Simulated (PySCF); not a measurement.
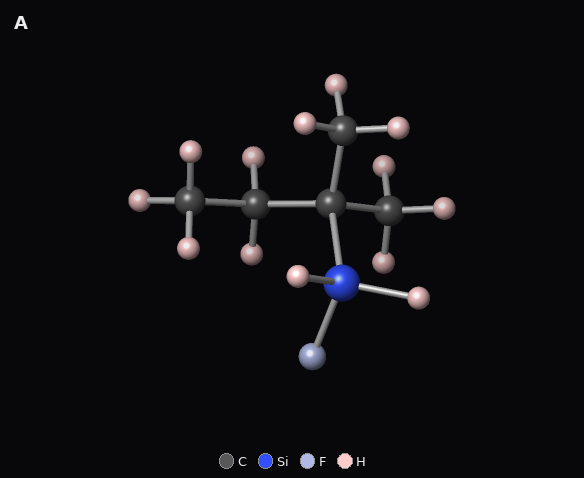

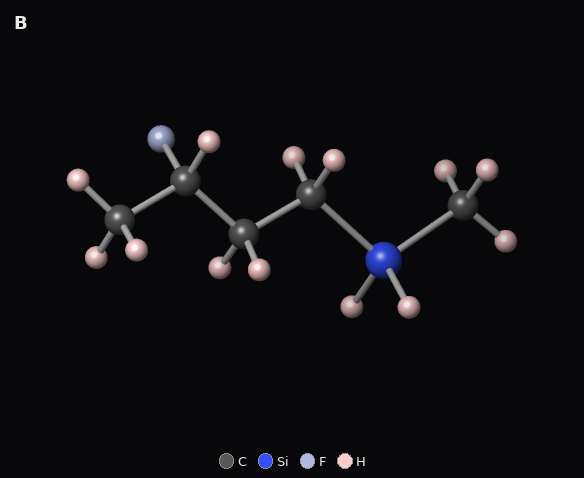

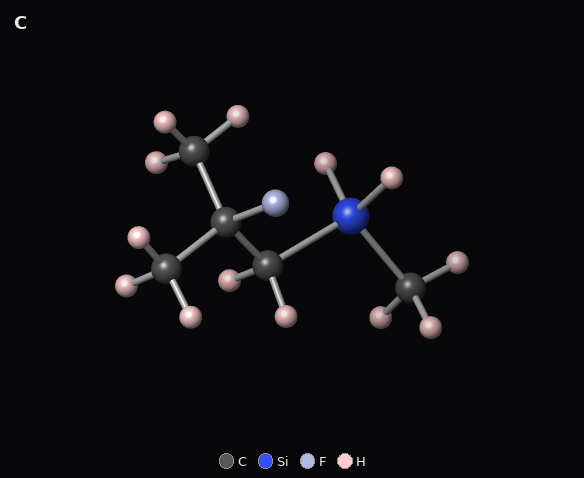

3 stationary structures of one formula. Geometries: GFN2-xTB. Electronic energies: PBE0/pcSseg-1 (PySCF 2.14.0), without zero-point energy. No frequency run is at hand to confirm each as a minimum. Each is one conformer, not always the lowest.

**Are they conformers, stereoisomers or constitutional isomers?**

They are constitutional isomers of C5H13FSi: A `CCC(C)(C)[SiH2]F`, B `C[SiH2]CC[C@H](C)F`, C `C[SiH2]CC(C)(C)F`.

**Rank them by energy, lowest first.**

A is lowest; C lies 107.2 kJ/mol above it, B lies 117.4 kJ/mol above it.

The geometry is semi-empirical. Around Si such bond lengths and angles can be off by a tenth of an ångström or more and by several degrees, and values that hang on the shape move with them.
